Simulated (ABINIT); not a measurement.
# A GW chain in ABINIT: K2PdC2 (P-3m1), part 2 of 3

Wanted: ground state, empty states, screening and self-energy for K2PdC2 (P-3m1).

ABINIT 10.8.3; PBEsol and many-body steps on it, plane waves. Known limits of the many-body steps: not at the basis limit; no spin polarisation; d states lean on the start; no spin-orbit coupling; coarse k mesh.

So far. Step 2 (Ground state): The gap is indirect, with the least direct gap 0.03 eV higher.

In doubt: a PseudoDojo file used here is known to give poor structures and forces, which bears on pressures, cells, forces and phonons.

## (3) Bands along the symmetry lines

Level of this step: DFT, PBEsol, plane waves, norm-conserving pseudopotentials (ABINIT).

Levels along a band path, at the cheap level, show where the edges lie and whether the meshes to come will hold them.

File run.abi:

```
acell 3*1.0 Angstrom
rprim 
  5.118184061448 -0.000000000011 0.000000000000
  -2.559092030714 4.432477418464 0.000000000000
  0.000000000000 0.000000000000 5.258137180000
ntypat 3
znucl 19 46 6
natom 5
typat 1 1 2 3 3
xred 
  0.666666666667 0.333333333333 0.720198210000
  0.333333333333 0.666666666667 0.279801790000
  0.000000000000 0.000000000000 0.000000000000
  0.000000000000 0.000000000000 0.620196780000
  0.000000000000 0.000000000000 0.379803220000
pp_dirpath "pseudos"
pseudos "K.upf, Pd.upf, C.upf"
ecut 37
iscf -2
irdden 1
kptopt 0
nkpt 75
kpt 
  0.00000000 0.00000000 0.00000000
  0.06250000 0.00000000 0.00000000
  0.12500000 0.00000000 0.00000000
  0.18750000 0.00000000 0.00000000
  0.25000000 0.00000000 0.00000000
  0.31250000 0.00000000 0.00000000
  0.37500000 0.00000000 0.00000000
  0.43750000 0.00000000 0.00000000
  0.50000000 0.00000000 0.00000000
  0.47916667 0.04166667 0.00000000
  0.45833333 0.08333333 0.00000000
  0.43750000 0.12500000 0.00000000
  0.41666666 0.16666666 0.00000000
  0.39583333 0.20833333 0.00000000
  0.37500000 0.25000000 0.00000000
  0.35416666 0.29166666 0.00000000
  0.33333333 0.33333333 0.00000000
  0.29166666 0.29166666 0.00000000
  0.25000000 0.25000000 0.00000000
  0.20833333 0.20833333 0.00000000
  0.16666666 0.16666666 0.00000000
  0.12500000 0.12500000 0.00000000
  0.08333333 0.08333333 0.00000000
  0.04166667 0.04166667 0.00000000
  0.00000000 0.00000000 0.00000000
  0.00000000 0.00000000 0.06250000
  0.00000000 0.00000000 0.12500000
  0.00000000 0.00000000 0.18750000
  0.00000000 0.00000000 0.25000000
  0.00000000 0.00000000 0.31250000
  0.00000000 0.00000000 0.37500000
  0.00000000 0.00000000 0.43750000
  0.00000000 0.00000000 0.50000000
  0.06250000 0.00000000 0.50000000
  0.12500000 0.00000000 0.50000000
  0.18750000 0.00000000 0.50000000
  0.25000000 0.00000000 0.50000000
  0.31250000 0.00000000 0.50000000
  0.37500000 0.00000000 0.50000000
  0.43750000 0.00000000 0.50000000
  0.50000000 0.00000000 0.50000000
  0.47916667 0.04166667 0.50000000
  0.45833333 0.08333333 0.50000000
  0.43750000 0.12500000 0.50000000
  0.41666666 0.16666666 0.50000000
  0.39583333 0.20833333 0.50000000
  0.37500000 0.25000000 0.50000000
  0.35416666 0.29166666 0.50000000
  0.33333333 0.33333333 0.50000000
  0.29166666 0.29166666 0.50000000
  0.25000000 0.25000000 0.50000000
  0.20833333 0.20833333 0.50000000
  0.16666666 0.16666666 0.50000000
  0.12500000 0.12500000 0.50000000
  0.08333333 0.08333333 0.50000000
  0.04166667 0.04166667 0.50000000
  0.00000000 0.00000000 0.50000000
  0.50000000 0.00000000 0.50000000
  0.50000000 0.00000000 0.43750000
  0.50000000 0.00000000 0.37500000
  0.50000000 0.00000000 0.31250000
  0.50000000 0.00000000 0.25000000
  0.50000000 0.00000000 0.18750000
  0.50000000 0.00000000 0.12500000
  0.50000000 0.00000000 0.06250000
  0.50000000 0.00000000 0.00000000
  0.33333333 0.33333333 0.50000000
  0.33333333 0.33333333 0.43750000
  0.33333333 0.33333333 0.37500000
  0.33333333 0.33333333 0.31250000
  0.33333333 0.33333333 0.25000000
  0.33333333 0.33333333 0.18750000
  0.33333333 0.33333333 0.12500000
  0.33333333 0.33333333 0.06250000
  0.33333333 0.33333333 0.00000000
istwfk *1
nband 29
nbdbuf 2
tolwfr 1e-08
nstep 40
prtwf 0
prtvol 0
indata_prefix "in"
outdata_prefix "out"
tmpdata_prefix "tmp"
```

Command:

```
$ OMP_NUM_THREADS=1 mpirun -n 4 abinit run.abi > log
```

Numbers of over 12 decimals in the logs are rounded to 6 here.

The log of the run:

```text
.Version 10.8.3 of ABINIT. v10.8.2 released Aug 2026.

 Symmetries : space group P-3 m 1 (#164); Bravais hP (primitive hexag.)
[... echo of the input left out ...]
== DATASET  1 ==================================================================
-   mpi_nproc: 4, omp_nthreads: 1 (-1 if OMP is not activated)

--- !DatasetInfo
iteration_state: {dtset: 1, }
dimensions: {natom: 5, nkpt: 75, mband: 29, nsppol: 1, nspinor: 1, nspden: 1, mpw: 8704, }
cutoff_energies: {ecut:  37.0, pawecutdg:  -1.0, }
electrons: {nelect:   4.40000000E+01, charge:   0.00000000E+00, occopt:   1.00000000E+00, tsmear:   1.00000000E-02, }

 Real(R)+Recip(G) space primitive vectors, cartesian coordinates (Bohr,Bohr^-1):
 R(1)=  9.6719661  0.0000000  0.0000000  G(1)=  0.1033916  0.0596932  0.0000000
 R(2)= -4.8359831  8.3761684  0.0000000  G(2)=  0.0000000  0.1193863  0.0000000
 R(3)=  0.0000000  0.0000000  9.9364392  G(3)=  0.0000000  0.0000000  0.1006397
 Unit cell volume ucvol=  8.0499085E+02 bohr^3
 Angles (23,13,12)=  9.00000000E+01  9.00000000E+01  1.20000000E+02 degrees

 getcut: wavevector=  0.0000  0.0000  0.0000  ngfft=  54  54  60
         ecut(hartree)=     37.000   => boxcut(ratio)=   2.03945

--- Pseudopotential description ------------------------------------------------
- K Generated using ONCVPSP code by D. R. Hamann
- 19.00000   9.00000  180301                  znucl, zion, pspdat
12 -116133 2 -1 2250                          pspcod,pspxc,lmax,lloc,mmax
     nproj     2     2     2
  pspatm : epsatm=    8.32504554
         --- l  ekb(1:nproj) -->
             0   10.921326    0.816676
             1    4.431000    0.560368
             2   -3.384038   -1.043186
 pspatm: atomic psp has been read  and splines computed

- Pd Generated using ONCVPSP code by D. R. Hamann
- 46.00000  18.00000  180301                  znucl, zion, pspdat
12 -116133 2 -1 1238                          pspcod,pspxc,lmax,lloc,mmax
     nproj     2     2     2
  pspatm : epsatm=   26.17260746
         --- l  ekb(1:nproj) -->
[...]
pspatm: atomic psp has been read  and splines computed

- C Generated using ONCVPSP code by D. R. Hamann
-  6.00000   4.00000  180301                  znucl, zion, pspdat
12 -116133 1 -1 1248                          pspcod,pspxc,lmax,lloc,mmax
     nproj     2     2     0
  pspatm : epsatm=    4.34909242
         --- l  ekb(1:nproj) -->
[...]
pspatm: atomic psp has been read  and splines computed

--------------------------------------------------------------------------------

================================================================================
 prteigrs : about to open file out_EIG
 Non-SCF case, kpt    1 (  0.00000  0.00000  0.00000), residuals and eigenvalues=
  6.70E-09  6.43E-09  4.85E-09  6.34E-09  4.82E-09  4.97E-09  5.63E-09  3.58E-09
  7.11E-09  6.15E-09  2.87E-09  5.32E-09  9.83E-09  5.14E-09  5.16E-09  3.46E-09
[...]
Non-SCF case, kpt   75 (  0.33333  0.33333  0.00000), residuals and eigenvalues=
[...]
-3.4716E-01 -6.7405E-02 -4.7394E-02  2.4983E-02  2.4983E-02  4.8465E-02
  4.8465E-02  7.7260E-02  7.7260E-02  1.0252E-01  2.2263E-01  2.2263E-01
[...]
--- !ResultsGS
iteration_state: {dtset: 1, }
comment   : Summary of ground state results
lattice_vectors:
- [  9.6719661,  -0.0000000,   0.0000000, ]
- [ -4.8359831,   8.3761684,   0.0000000, ]
- [  0.0000000,   0.0000000,   9.9364392, ]
lattice_lengths: [   9.67197,    9.67197,    9.93644, ]
lattice_angles: [ 90.000,  90.000, 120.000, ] # degrees, (23, 13, 12)
lattice_volume:   8.0499085E+02
convergence: {deltae:  0.000E+00, res2:  0.000E+00, residm:  9.985E-09, diffor:  0.000E+00, }
etotal    :  -2.06853428E+02
entropy   :   0.00000000E+00
fermie    :   1.18459066E-01
cartesian_stress_tensor: null
pressure_GPa: null
xred      :
- [  6.6667E-01,   3.3333E-01,   7.2020E-01,  K]
- [  3.3333E-01,   6.6667E-01,   2.7980E-01,  K]
- [  0.0000E+00,   0.0000E+00,   0.0000E+00, Pd]
- [  0.0000E+00,   0.0000E+00,   6.2020E-01,  C]
- [  0.0000E+00,   0.0000E+00,   3.7980E-01,  C]
cartesian_forces: null
force_length_stats: {min: null, max: null, mean: null, }

 Integrated electronic density in atomic spheres:
 ------------------------------------------------
 Atom  Sphere_radius  Integrated_density
[...]
================================================================================

 ----iterations are completed or convergence reached----

 Mean square residual over all n,k,spin=   61.078E-10; max=  99.849E-10
 reduced coordinates (array xred) for    5 atoms
[...]
0.000000000000      0.000000000000      0.620196780000
       0.000000000000      0.000000000000      0.379803220000

 cartesian coordinates (angstrom) at end:
    1      2.559092     1.477492     3.786901
    2      6.67e-12     2.954985     1.471236
    3      0.000000     0.000000     0.000000
    4      0.000000     0.000000     3.261080
    5      0.000000     0.000000     1.997057
 length scales=  1.889726125908  1.889726125908  1.889726125908 bohr
              =  1.000000000000  1.000000000000  1.000000000000 angstroms
 prteigrs : about to open file out_EIG
 Eigenvalues (hartree) for nkpt=  75  k points:
 kpt#   1, nband= 29, wtk=  1.00000, kpt=  0.0000  0.0000  0.0000 (reduced coord)
[...]
kpt#   2, nband= 29, wtk=  1.00000, kpt=  0.0625  0.0000  0.0000 (reduced coord)
[...]
kpt#   3, nband= 29, wtk=  1.00000, kpt=  0.1250  0.0000  0.0000 (reduced coord)
[...]
kpt#  74, nband= 29, wtk=  1.00000, kpt=  0.3333  0.3333  0.0625 (reduced coord)
[...]
0.30362    0.30362    0.32219    0.34065    0.34066
 kpt#  75, nband= 29, wtk=  1.00000, kpt=  0.3333  0.3333  0.0000 (reduced coord)
[...]
-0.37546   -0.37118   -0.37118   -0.36847   -0.34716   -0.06740   -0.04739    0.02498
   0.02498    0.04847    0.04847    0.07726    0.07726    0.10252    0.22263    0.22263
   0.30758    0.30758    0.32223    0.33717    0.33717

== END DATASET(S) ==============================================================
================================================================================

 -outvars: echo values of variables after computation  --------
            nband          29
             nkpt          75
          spgroup         164
 [... the other variables as echoed above ...]

 Calculation completed.
```

Wall time 2.8 min (4 MPI ranks of Arm Neoverse V1, shared host); peak memory 0.59 GiB; 11 min of CPU time.

This step gave:

```yaml
gap: 1.364 eV
k_of_the_valence_top: 0, 0, 0.5
k_of_the_conduction_bottom: 0.5, 0, 0.5
least_direct_gap: 1.390 eV
```

The gap is 1.364 eV, as in the run before at this level.

Electronic bands along the path, in eV, zero at the top of the highest filled band:

| point | band 19 | band 20 | band 21 | band 22 | band 23 | band 24 | band 25 | band 26 |
| --- | --- | --- | --- | --- | --- | --- | --- | --- |
| Γ | -1.90 | -1.51 | -1.14 | -1.14 | 4.11 | 4.45 | 5.27 | 5.27 |
| M | -1.86 | -1.23 | -1.05 | -0.51 | 2.47 | 3.63 | 4.64 | 5.40 |
| K | -1.90 | -1.12 | -1.12 | -0.43 | 2.83 | 2.83 | 5.15 | 5.15 |
| Γ | -1.90 | -1.51 | -1.14 | -1.14 | 4.11 | 4.45 | 5.27 | 5.27 |
| A | -1.14 | -1.14 | 0.00 | 0.00 | 2.66 | 2.66 | 3.71 | 4.57 |
| L | -1.05 | -0.76 | -0.05 | -0.03 | 1.36 | 2.85 | 4.78 | 4.80 |
| H | -1.11 | -0.71 | -0.06 | -0.06 | 1.93 | 1.93 | 4.89 | 4.89 |
| A | -1.14 | -1.14 | 0.00 | 0.00 | 2.66 | 2.66 | 3.71 | 4.57 |
| jump to L | -1.05 | -0.76 | -0.05 | -0.03 | 1.36 | 2.85 | 4.78 | 4.80 |
| M | -1.86 | -1.23 | -1.05 | -0.51 | 2.47 | 3.63 | 4.64 | 5.40 |
| jump to H | -1.11 | -0.71 | -0.06 | -0.06 | 1.93 | 1.93 | 4.89 | 4.89 |
| K | -1.90 | -1.12 | -1.12 | -0.43 | 2.83 | 2.83 | 5.15 | 5.15 |

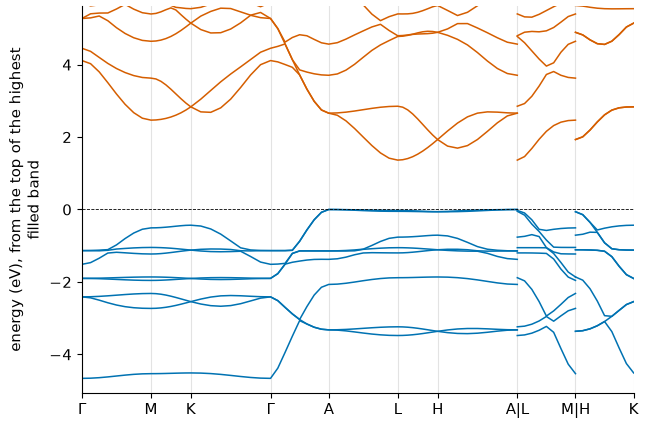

Electronic bands along the path; lines of filled and empty bands in two colours.

## (4) Empty states on the mesh, 3×3×2 mesh, 111 bands

The sums over transitions need many empty states on a uniform mesh; this step solves for them.

File run.abi:

```
acell 3*1.0 Angstrom
rprim 
  5.118184061448 -0.000000000011 0.000000000000
  -2.559092030714 4.432477418464 0.000000000000
  0.000000000000 0.000000000000 5.258137180000
ntypat 3
znucl 19 46 6
natom 5
typat 1 1 2 3 3
xred 
  0.666666666667 0.333333333333 0.720198210000
  0.333333333333 0.666666666667 0.279801790000
  0.000000000000 0.000000000000 0.000000000000
  0.000000000000 0.000000000000 0.620196780000
  0.000000000000 0.000000000000 0.379803220000
pp_dirpath "pseudos"
pseudos "K.upf, Pd.upf, C.upf"
ecut 37
ngkpt 3 3 2
nshiftk 1
shiftk 0 0 0
kptopt 1
chksymbreak 0
iscf -2
irdden 1
istwfk *1
nband 111
nbdbuf 10
tolwfr 1e-09
nstep 60
prtvol 0
indata_prefix "in"
outdata_prefix "out"
tmpdata_prefix "tmp"
```

The log of the run:

```text
.Version 10.8.3 of ABINIT. v10.8.2 released Aug 2026.

 Symmetries : space group P-3 m 1 (#164); Bravais hP (primitive hexag.)
[... echo of the input left out ...]
== DATASET  1 ==================================================================
-   mpi_nproc: 4, omp_nthreads: 1 (-1 if OMP is not activated)

--- !DatasetInfo
iteration_state: {dtset: 1, }
dimensions: {natom: 5, nkpt: 6, mband: 111, nsppol: 1, nspinor: 1, nspden: 1, mpw: 8704, }
cutoff_energies: {ecut:  37.0, pawecutdg:  -1.0, }
electrons: {nelect:   4.40000000E+01, charge:   0.00000000E+00, occopt:   1.00000000E+00, tsmear:   1.00000000E-02, }

 Real(R)+Recip(G) space primitive vectors, cartesian coordinates (Bohr,Bohr^-1):
 R(1)=  9.6719661  0.0000000  0.0000000  G(1)=  0.1033916  0.0596932  0.0000000
 R(2)= -4.8359831  8.3761684  0.0000000  G(2)=  0.0000000  0.1193863  0.0000000
 R(3)=  0.0000000  0.0000000  9.9364392  G(3)=  0.0000000  0.0000000  0.1006397
 Unit cell volume ucvol=  8.0499085E+02 bohr^3
 Angles (23,13,12)=  9.00000000E+01  9.00000000E+01  1.20000000E+02 degrees

 getcut: wavevector=  0.0000  0.0000  0.0000  ngfft=  54  54  60
         ecut(hartree)=     37.000   => boxcut(ratio)=   2.03945

--- Pseudopotential description ------------------------------------------------
- K Generated using ONCVPSP code by D. R. Hamann
- 19.00000   9.00000  180301                  znucl, zion, pspdat
12 -116133 2 -1 2250                          pspcod,pspxc,lmax,lloc,mmax
     nproj     2     2     2
  pspatm : epsatm=    8.32504554
         --- l  ekb(1:nproj) -->
             0   10.921326    0.816676
             1    4.431000    0.560368
             2   -3.384038   -1.043186
 pspatm: atomic psp has been read  and splines computed

- Pd Generated using ONCVPSP code by D. R. Hamann
- 46.00000  18.00000  180301                  znucl, zion, pspdat
12 -116133 2 -1 1238                          pspcod,pspxc,lmax,lloc,mmax
     nproj     2     2     2
  pspatm : epsatm=   26.17260746
         --- l  ekb(1:nproj) -->
[...]
pspatm: atomic psp has been read  and splines computed

- C Generated using ONCVPSP code by D. R. Hamann
-  6.00000   4.00000  180301                  znucl, zion, pspdat
12 -116133 1 -1 1248                          pspcod,pspxc,lmax,lloc,mmax
     nproj     2     2     0
  pspatm : epsatm=    4.34909242
         --- l  ekb(1:nproj) -->
[...]
pspatm: atomic psp has been read  and splines computed

--------------------------------------------------------------------------------

================================================================================
 prteigrs : about to open file out_EIG
 Non-SCF case, kpt    1 (  0.00000  0.00000  0.00000), residuals and eigenvalues=
  9.73E-10  2.03E-10  3.21E-10  3.13E-10  6.45E-10  3.10E-10  8.30E-10  2.21E-10
  7.81E-10  2.44E-10  1.76E-10  9.68E-10  5.87E-10  9.64E-10  4.01E-10  3.24E-10
  9.84E-10  5.47E-10  9.80E-10  8.26E-10  2.47E-10  5.19E-10  4.65E-10  6.48E-10
[...]
9.44E-09  2.65E-06  1.88E-07  1.28E-04  1.09E-06  1.16E-05  6.74E-04
 -2.9324E+00 -1.6860E+00 -1.6694E+00 -1.6694E+00 -9.7640E-01 -9.7469E-01
 -3.8170E-01 -3.7384E-01 -3.7384E-01 -3.7029E-01 -3.6918E-01 -3.6918E-01
 -3.5860E-01 -6.9236E-02 -5.2892E-02  2.9813E-02  2.9813E-02  4.8558E-02
[...]
1.4530E+00  1.4647E+00  1.5109E+00  1.5109E+00  1.5288E+00  1.5288E+00
  1.5354E+00  1.5354E+00  1.5544E+00  1.5961E+00  1.6189E+00  1.6193E+00
[...]
prteigrs : prtvol=0 or 1, do not print more k-points.

--- !ResultsGS
iteration_state: {dtset: 1, }
comment   : Summary of ground state results
lattice_vectors:
- [  9.6719661,  -0.0000000,   0.0000000, ]
- [ -4.8359831,   8.3761684,   0.0000000, ]
- [  0.0000000,   0.0000000,   9.9364392, ]
lattice_lengths: [   9.67197,    9.67197,    9.93644, ]
lattice_angles: [ 90.000,  90.000, 120.000, ] # degrees, (23, 13, 12)
lattice_volume:   8.0499085E+02
convergence: {deltae:  0.000E+00, res2:  0.000E+00, residm:  9.974E-10, diffor:  0.000E+00, }
etotal    :  -2.06853428E+02
entropy   :   0.00000000E+00
fermie    :   1.18459066E-01
cartesian_stress_tensor: null
pressure_GPa: null
xred      :
- [  6.6667E-01,   3.3333E-01,   7.2020E-01,  K]
- [  3.3333E-01,   6.6667E-01,   2.7980E-01,  K]
- [  0.0000E+00,   0.0000E+00,   0.0000E+00, Pd]
- [  0.0000E+00,   0.0000E+00,   6.2020E-01,  C]
- [  0.0000E+00,   0.0000E+00,   3.7980E-01,  C]
cartesian_forces: null
force_length_stats: {min: null, max: null, mean: null, }

 Integrated electronic density in atomic spheres:
 ------------------------------------------------
 Atom  Sphere_radius  Integrated_density
[...]
================================================================================

 ----iterations are completed or convergence reached----

 Mean square residual over all n,k,spin=   49.709E-11; max=  99.741E-11
 reduced coordinates (array xred) for    5 atoms
[...]
0.000000000000      0.000000000000      0.620196780000
       0.000000000000      0.000000000000      0.379803220000

 cartesian coordinates (angstrom) at end:
    1      2.559092     1.477492     3.786901
    2      6.67e-12     2.954985     1.471236
    3      0.000000     0.000000     0.000000
    4      0.000000     0.000000     3.261080
    5      0.000000     0.000000     1.997057
 length scales=  1.889726125908  1.889726125908  1.889726125908 bohr
              =  1.000000000000  1.000000000000  1.000000000000 angstroms
 prteigrs : about to open file out_EIG
 Eigenvalues (hartree) for nkpt=   6  k points:
 kpt#   1, nband=111, wtk=  0.05556, kpt=  0.0000  0.0000  0.0000 (reduced coord)
[...]
1.35616    1.36257    1.39927    1.40532    1.41258    1.41583    1.41583    1.45300
   1.45300    1.46470    1.51092    1.51092    1.52884    1.52884    1.53542    1.53542
   1.55439    1.59610    1.61894    1.61928    1.63818    1.63870    1.64821
 prteigrs : prtvol=0 or 1, do not print more k-points.

== END DATASET(S) ==============================================================
================================================================================

 -outvars: echo values of variables after computation  --------
            nband         111
             nkpt           6
          spgroup         164
 [... the other variables as echoed above ...]

 Calculation completed.
```

Run time: 62 s. Hardware: 4 MPI ranks; peak memory 0.42 GiB; 4.1 min of CPU time.

Numbers from this step:

| Item | Value |
| --- | --- |
| gap | 1.694 eV |
| k of the valence top | 0, 0, 0.5 |
| k of the conduction bottom | 0.3333, 0, 0.5 |
| least direct gap | 1.714 eV |
| k points computed | 6 |
| lowest point of the top converged band, above the valence top | 37.57 eV |

On this mesh the gap is 1.694 eV. The earlier step found 1.364 eV, so this mesh misses an edge.

(Part 2 of 3 ends here.)

[Paths, hosts, dates, memory and timing lines, banners, echoed tables and standing remarks are left out of the program output.]

[Logs are printed without paths, hosts, clocks, repeated set-up lines and the standing remarks that a program may print on its own settings, such as how far it seeks lower states.]

[Runs of the session that timed out or met a known fault of the program may be left out.]

[Hosts, paths, dates, database ids (printed as entryN), source tags and the programs' standing remarks are cut or masked in the printed files.]

[G0W0 gaps are taken among the corrected bands and points alone; a level outside them can change the order at an edge.]

[Where Ansatz stands beside ABINIT at settings called matched, ABINIT's density can come from a denser mesh and the files from another edition; pairs whose starting gaps differed by over 0.03 eV were left out, so agreement reads better than it is.]
